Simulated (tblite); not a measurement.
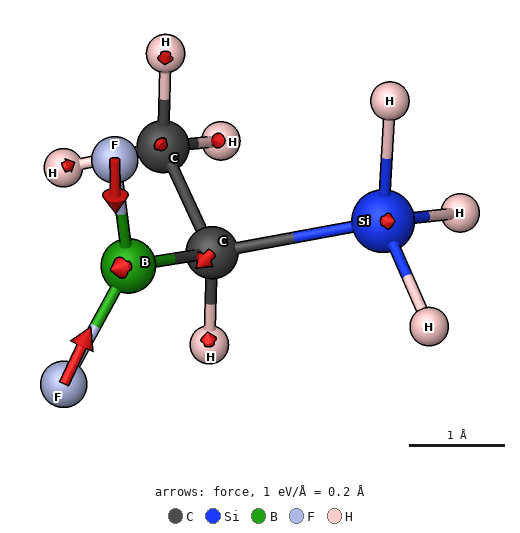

Starting geometry of C$_{2}$H$_{7}$BF$_{2}$Si with the computed forces as red arrows. Style: ball-and-stick. Shown from a free direction.

The calculation used tblite 0.8.0, GFN2-xTB geometry optimisation, gas phase. 

Question: What follows when this structure is relaxed?

Answer: It isn't relaxed: the largest force vector, on F atoms, is 3.42 eV/Å. The final displacements follow the starting forces only in part (cosine between the two patterns 0.40). The atom that moves furthest after the best rigid fit is an F atom (0.73 Å). Largest moves by element: F 0.73 Å, H 0.17 Å, Si 0.09 Å, C 0.07 Å, B 0.03 Å. Near-neighbour distances that change, for instance: B–F 1.445 → 1.325 Å, B–C 1.595 → 1.554 Å, C–Si 1.890 → 1.929 Å, C–H 1.123 → 1.093 Å. Bond angles that change, for instance: F–B–F 120.6° → 113.2°, C–Si–H 109.4° → 105.8°, C–B–F 119.2° → 122.8°. Groups turn about B–C by about 35°. After 51 geometry steps the energy has fallen by 63.8 kJ/mol.
